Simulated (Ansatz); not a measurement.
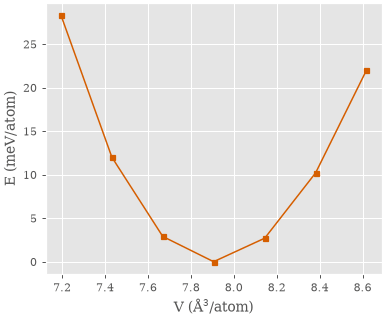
Fig. 1. Be (hcp (Mg type), space group No. 194) under volume change, plane-wave PAW r²SCAN (Ansatz code), shape and atoms relaxed at each volume.

What does a third-order Birch–Murnaghan fit give for V₀, B₀ and B′?

V₀ = 7.91 Å³/atom, B₀ = 124 GPa, B′ = 3.3.

Space group P6_3/mmc (hcp (Mg type)). The cell was relaxed with r²SCAN under the symmetry of its start; phonons on a q-mesh show no instability.

Potentials: the later of the program's two PAW sets.
